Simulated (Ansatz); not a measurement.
**Single-point calculation, with input and output: CH8AlBOSi**

System: CH8AlBOSi.
Method: RKS PBE0-D4/def2-TZVPP (Ansatz 0.2.0).

The geometry comes from this level: PBE0-D4/def2-TZVP.

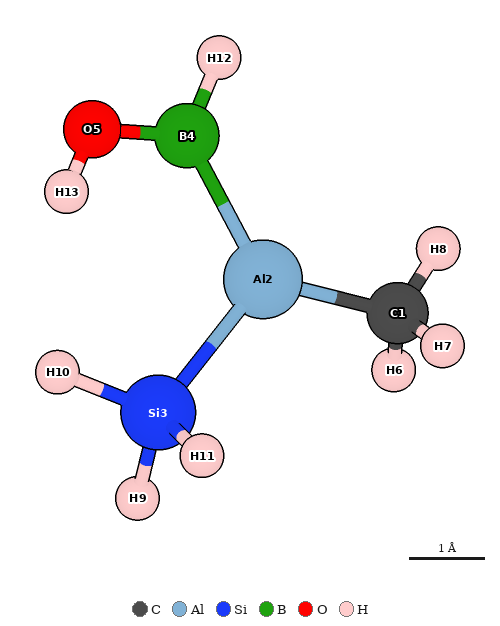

*The input geometry (ball-and-stick view, seen at a tilt; atoms are numbered from 1 in the order of the input). Sticks mark near contacts.*

## Results in brief

- outcome: converged
- total energy: −18356.9602 eV
- mean-field energy: −18356.7503 eV
- dispersion energy: −0.2099 eV
- SCF solution under orbital rotations: stable
- HOMO: −6.65 eV
- LUMO: −2.37 eV
- hardware: 4 threads of Intel Xeon @ 2.90GHz, 163 GiB of memory available, shared host
- wall time: 4.3 s (CPU time 15 s)
- peak memory: 0.78 GiB

## Input
```yaml
crystal:
  periodic: [false, false, false]
  atoms:
    - {symbol: C, position_ang: [-1.744574, -0.026503, 1.552321]}
    - {symbol: Al, position_ang: [-0.393186, -0.184670, 0.147131]}
    - {symbol: Si, position_ang: [1.578398, 1.318488, 0.200537]}
    - {symbol: B, position_ang: [-0.358532, -1.538769, -1.548653]}
    - {symbol: O, position_ang: [0.676591, -1.464982, -2.419744]}
    - {symbol: H, position_ang: [-2.193282, 0.973030, 1.540648]}
    - {symbol: H, position_ang: [-1.294240, -0.146774, 2.543394]}
    - {symbol: H, position_ang: [-2.550889, -0.757158, 1.455810]}
    - {symbol: H, position_ang: [1.230107, 2.768762, 0.127640]}
    - {symbol: H, position_ang: [2.479087, 1.059482, -0.970902]}
    - {symbol: H, position_ang: [2.433305, 1.138805, 1.411785]}
    - {symbol: H, position_ang: [-1.170566, -2.382619, -1.829482]}
    - {symbol: H, position_ang: [1.328182, -0.791892, -2.195583]}
basis:
  gaussian: {orbitals: def2-TZVPP}
hamiltonian: {xc: pbe0, dispersion: d4}
output: {orbitals: {seedname: orbitals}}
```

Run as:
```bash
ansatz run in.yaml --threads 4 --pin off --events-out ev --progress --plain --max-ram 10444MiB
```

## What the program printed
```
Functional definition: PBE0
  name "PBE0"
  cite "Adamo & Barone, J. Chem. Phys. 110, 6158 (1999) doi:10.1063/1.478522"
  cite "Perdew, Burke & Ernzerhof, Phys. Rev. Lett. 77, 3865 (1996) doi:10.1103/PhysRevLett.77.3865"
  parent pbe
  parameter a = 0.25
  parameter kappa = 0.804
  parameter beta = 0.06672455060314922
  exchange = (1 - a)*pbe_x(kappa = kappa, mu = beta*pi^2/3) + a*exact_x
  correlation = pbe_c(beta = beta)
1563 factors; their error is unknown
mean field evaluation 1: about -18346.9684 eV, gradient 6.9e1 eV
mean field evaluation 2: about -18336.9086 eV, gradient 9.6e1 eV
mean field evaluation 4: about -18356.6617 eV, gradient 5.2e0 eV
mean field evaluation 8: about -18356.7258 eV, gradient 4.5e-2 eV
mean field evaluation 16: about -18356.7503 eV, gradient 2.6e-5 eV
mean field -18356.75027818 eV, -674.5981300710 hartree, gradient 2.6e-5 eV, S^2 0.000000; 0 other end points of the search recorded, 0 dependent functions left out
reference -18356.75031800 eV, -674.5981315342 hartree; 27, 27 occupied and 262, 262 virtual orbitals, 1563 factors
Total energy: -18356.96021852 eV, -674.6058452360 hartree
```

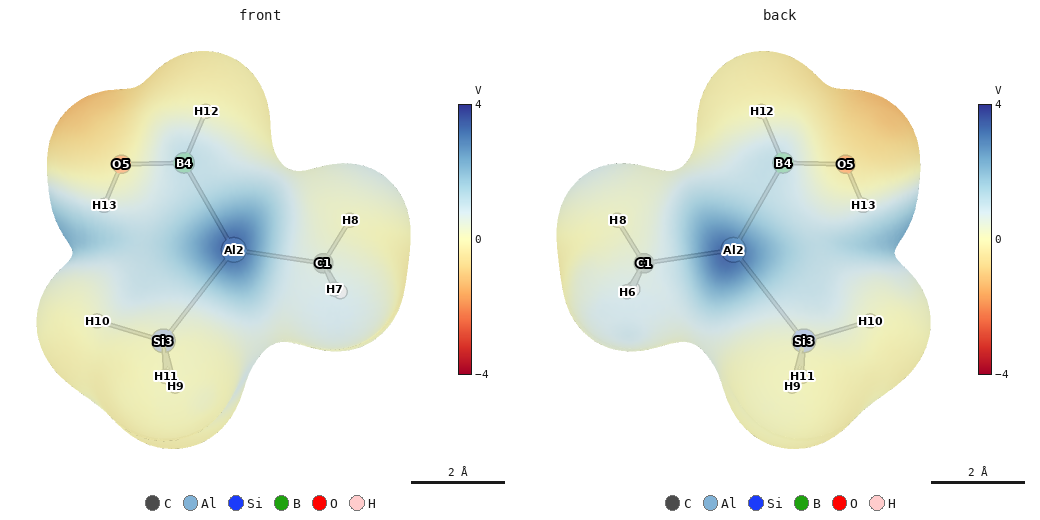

*The electrostatic potential painted on the density surface at 0.002 e/bohr³, seen face on and from behind; the colour scale runs from red (negative) to blue (positive).*

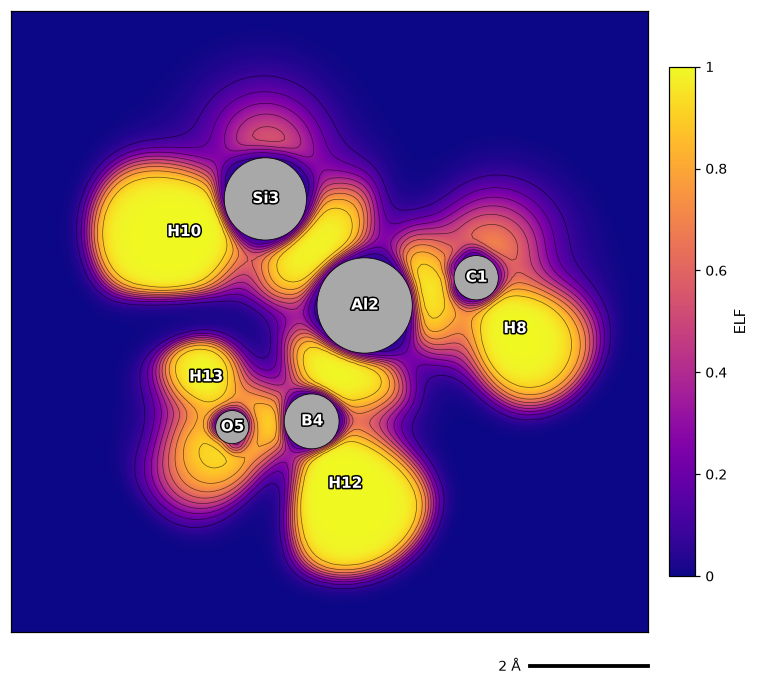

*Electron localisation function on the plane of atoms Al2, C1 and H8. Grey discs, where drawn, cover atomic cores.*

The section cuts through C, Al, Si, B, O and H sites. B–O (1.35 Å): the ELF peaks at about 0.90 between the atoms (a shared but strongly polarised pair). C–Al (1.96 Å): the ELF peaks at about 0.95 between the atoms (a polar covalent bond). Al–B (2.17 Å): the ELF peaks at about 1 between the atoms, which marks localised, shared-pair bonding. Al–Si (2.48 Å): the ELF peaks at about 1 between the atoms, which marks a shared electron pair.

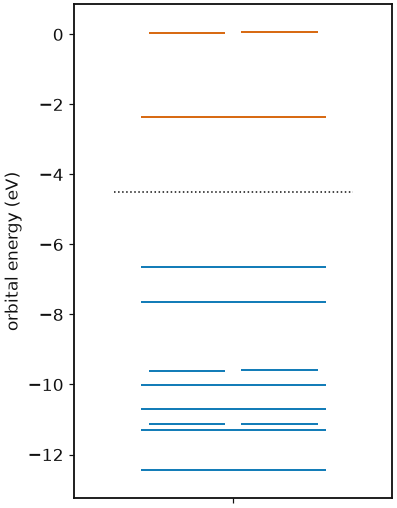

*Orbital energies near the frontier; the dotted line parts filled from empty levels, and levels within 0.02 eV of each other stand side by side.*

Highest filled −6.65 eV, lowest empty −2.37 eV, 4.28 eV apart.
